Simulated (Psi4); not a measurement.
# PBE/def2-SVP (sweep point 4) run of GaH2F (SMILES [H][Ga]([H])[F])

Aim: the vertical electron affinity of GaH2F at PBE/def2-SVP (sweep point 4), from 2 runs. 

The calculation is run with Psi4 1.11.

3 further runs of the same task are left out: 2 that didn't finish, 1 set aside as unsound or not needed.

## Step 1: Starting point

GaH2F: 4 atoms, total charge 0, spin state singlet. SMILES: `[H][Ga]([H])[F]`. The shape comes from GFN2-xTB, which is rough for such elements, and wasn't checked as a minimum.

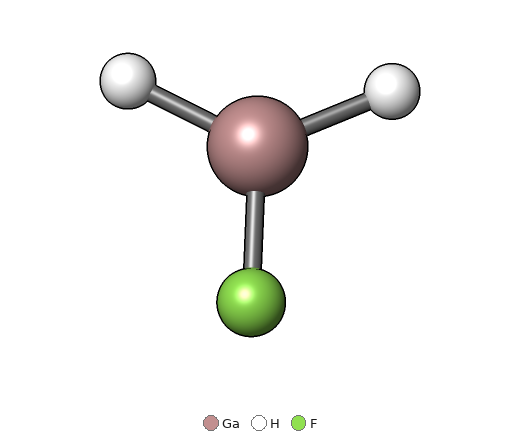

The structure, seen from a chosen angle (gallium pink, hydrogen white, fluorine green).

## Step 2: A single-point energy at PBE/def2-SVP (sweep point 4)

input.inp

```
memory 1.6 GB

molecule system {
  0 1
  Ga     0.09681067     0.16111805     0.00149288
  H      2.99880639    -0.11330798     0.02621050
  H     -1.50699989     2.59569001    -0.03586700
  F     -1.58863606    -2.64350008     0.00814472
  units au
  symmetry c1
}

set {
  basis def2-SVP
  puream true
  scf_type pk
  dft_radial_points 99
  dft_spherical_points 590
}

energy('pbe')
print_variables()
```

Command:

```console
$ psi4 -i input.inp -o input.out -n 1
```

input.out:

```text
[...]
  Running in c1 symmetry.
[...]
  Nuclear repulsion =  110.158828920347531
[...]
  Multiplicity = 1
[...]
  Nalpha       = 21
  Nbeta        = 21
[...]
    Number of basis functions: 56
[...]
   @RKS iter   1: -2023.40030524894291   -1.42348e+00   4.56634e-02 DIIS/ADIIS
[...]
   @RKS iter   9: -2025.19710696314223   -2.12702e-07   8.57821e-07 DIIS
[...]
    Orbital Energies [Eh]
    ---------------------
    Doubly Occupied:
       1A   -370.918692     2A    -45.338723     3A    -40.197007
       4A    -40.192063     5A    -40.192030     6A    -24.216221
       7A     -5.289977     8A     -3.625732     9A     -3.614322
      10A     -3.612080    11A     -1.007666    12A     -0.757219
      13A     -0.754431    14A     -0.751798    15A     -0.748505
      16A     -0.742663    17A     -0.427303    18A     -0.331523
      19A     -0.330938    20A     -0.322843    21A     -0.270161
[...]
  @RKS Final Energy: -2025.19710696314223
   => Energetics <=
    Nuclear Repulsion Energy =            110.1588289203475313
    One-Electron Energy =               -3043.2325653700027033
    Two-Electron Energy =                 993.7263083908335375
    DFT Exchange-Correlation Energy =     -85.8496789043203279
    Empirical Dispersion Energy =           0.0000000000000000
    VV10 Nonlocal Energy =                  0.0000000000000000
    Total Energy =                      -2025.1971069631422324
[...]
 Multipole Moments:
 ------------------------------------------------------------------------------------
     Multipole            Electronic (a.u.)      Nuclear  (a.u.)        Total (a.u.)
 ------------------------------------------------------------------------------------
 L = 1.  Multiply by 2.5417464519 to convert [e a0] to [Debye]
 Dipole X            :         -0.1271711            0.4712635            0.3440924
 Dipole Y            :         -0.2115662            0.7841600            0.5725938
 Dipole Z            :          0.0061135           -0.0058401            0.0002734
 Magnitude           :                                                    0.6680294
[...]
```

Run time: 6.6 s. Hardware: 1 thread of Intel Xeon Platinum 8375C at 2.90GHz (Ice Lake), shared host; peak memory 0.54 GiB.

## Step 3: The doublet anion at the same level

fgah2.inp

```
memory 1600 MB

molecule {
  -1 2
  Ga     0.09681067     0.16111805     0.00149288
  H      2.99880639    -0.11330798     0.02621050
  H     -1.50699989     2.59569001    -0.03586700
  F     -1.58863606    -2.64350008     0.00814472
  units au
  symmetry c1
}

set {
  basis                def2-SVP
  reference            uks
  puream               true
  scf_type             pk
  dft_radial_points    99
  dft_spherical_points 590
  maxiter              150
}

energy("pbe")
```

Command:

```console
$ psi4 -n 1 fgah2.inp fgah2.out
```

fgah2.out:

```text
[...]
  Running in c1 symmetry.
[...]
  Nuclear repulsion =  110.158828920347531
[...]
  Multiplicity = 2
[...]
  Nalpha       = 22
  Nbeta        = 21
[...]
    Number of basis functions: 56
[...]
   @UKS iter   1: -2023.07459662613633   -1.09777e+00   4.68327e-02 DIIS/ADIIS
[...]
   @UKS iter  10: -2025.18124012181238   -5.57225e-09   2.94698e-07 DIIS
[...]
   @S^2 Observed:                7.524838692E-01
[...]
    Orbital Energies [Eh]
    ---------------------
    Alpha Occupied:
       1A   -370.652783     2A    -45.072784     3A    -39.929657
       4A    -39.927144     5A    -39.926735     6A    -23.978489
       7A     -5.024036     8A     -3.354297     9A     -3.350562
      10A     -3.349485    11A     -0.774389    12A     -0.489456
      13A     -0.487675    14A     -0.486778    15A     -0.484862
      16A     -0.482009    17A     -0.192150    18A     -0.104332
      19A     -0.100566    20A     -0.093773    21A     -0.041892
      22A      0.117437
    Alpha Virtual:
      23A      0.190560    24A      0.220388    25A      0.271888
[...]
  @UKS Final Energy: -2025.18124012181238
   => Energetics <=
    Nuclear Repulsion Energy =            110.1588289203475313
    One-Electron Energy =               -3053.8929491917078849
    Two-Electron Energy =                1004.6171574979407524
    DFT Exchange-Correlation Energy =     -86.0642773483925509
    Empirical Dispersion Energy =           0.0000000000000000
    VV10 Nonlocal Energy =                  0.0000000000000000
    Total Energy =                      -2025.1812401218123796
[...]
 Multipole Moments:
 ------------------------------------------------------------------------------------
     Multipole            Electronic (a.u.)      Nuclear  (a.u.)        Total (a.u.)
 ------------------------------------------------------------------------------------
 L = 1.  Multiply by 2.5417464519 to convert [e a0] to [Debye]
 Dipole X            :         -0.5295283            0.4712635           -0.0582648
 Dipole Y            :         -0.8813265            0.7841600           -0.0971665
 Dipole Z            :          0.0029320           -0.0058401           -0.0029081
 Magnitude           :                                                    0.1133339
[...]
```

Run time: 9 s. Hardware: 1 thread of Intel Xeon Platinum 8375C at 2.90GHz (Ice Lake), shared host; peak memory 0.54 GiB.

## Step 4: Outcome

At PBE/def2-SVP (sweep point 4):

| quantity | value |
| --- | --- |
| singlet GaH2F: total energy | -2025.19711 Eh |
| singlet GaH2F: dipole moment | 1.70 D |
| singlet GaH2F: HOMO energy | -7.35 eV |
| singlet GaH2F: LUMO energy | -2.28 eV |
| singlet GaH2F: HOMO–LUMO gap | 5.07 eV |
| doublet anion: total energy | -2025.18124 Eh |
| doublet anion: HOMO energy (highest over α and β) | 3.20 eV |
| doublet anion: LUMO energy (lowest over α and β) | 4.34 eV |
| doublet anion: ⟨S²⟩ | 0.752 |
| vertical electron affinity (to the doublet anion) | -0.432 eV |

The anion lies 0.43 eV (10.0 kcal/mol) above the neutral: the electron isn't bound at this level, and such a value depends on the basis. Without diffuse functions anions come out too high. The HOMO (doublet anion) lies at positive energy, 3.20 eV, as semi-local functionals often give for anions; only total energies tell whether the electron is bound.
